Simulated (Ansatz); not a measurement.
Consider C2H6ClFSi.

```xyz
11

C    -1.5429    0.2841    0.2763
Si    0.1233    0.3376   -0.5196
C     1.3968   -0.7527    0.2562
F    -0.0356   -0.0830   -2.0533
Cl    0.8071    2.2764   -0.5145
H    -1.4817    0.6016    1.3196
H    -2.2375    0.9476   -0.2428
H    -1.9476   -0.7309    0.2473
H     1.5616   -0.4710    1.2986
H     2.3474   -0.6700   -0.2746
H     1.0746   -1.7968    0.2272
```

Geometry: PBE0-D4/def2-TZVP.

The calculation used RKS PBE0-D4/def2-TZVPP (Ansatz).

What can the converged electron density and electron localisation function tell about the bonding?

Answer. C–Si (1.85 Å): ρ at the midpoint is about 1 e/Å³; the ELF peaks at about 0.95 between the atoms: a covalent bond.
C–H (1.09 Å): the density is about 2 e/Å³ at the midpoint; the ELF climbs to about 1 towards the hydrogen, as it does in any bond to H: an ordinary covalent bond to hydrogen.

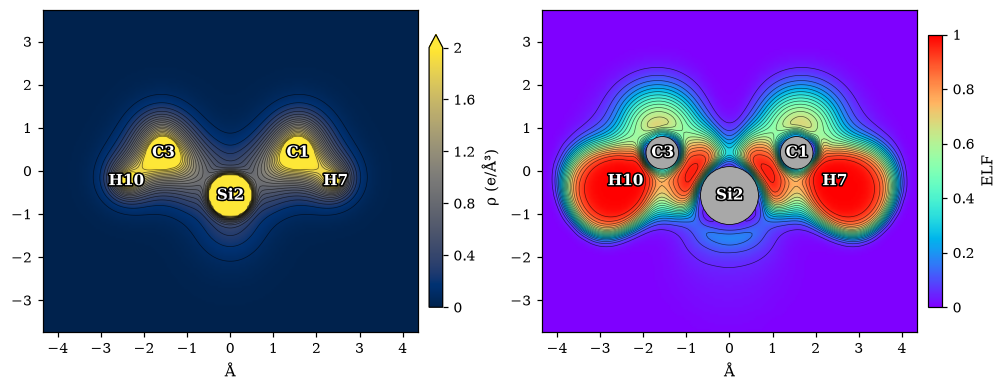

Computed electron density and electron localisation function on the plane of atoms Si2, C1 and H7, in this order. Grey discs cover the atomic cores in the ELF map. 
